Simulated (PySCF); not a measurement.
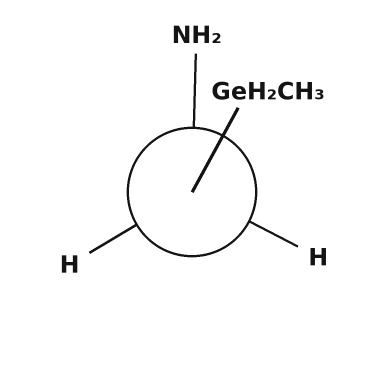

A Newman projection along the O–Ge bond, oxygen in front; angles are drawn as computed, but eclipsed bonds slightly apart. The geometry was computed by an optimisation with PBE0-D3(BJ)/def2-SVP. No frequency run is at hand to confirm it as a minimum.

Which molecule is it?

CH9Ge2NO, [CH3][GeH2][O][GeH2][NH2]

What is the torsion angle from the front GeH2CH3 to the back NH2? The sign is positive where the front bond must turn clockwise to cover the back bond.

−27°, synperiplanar.
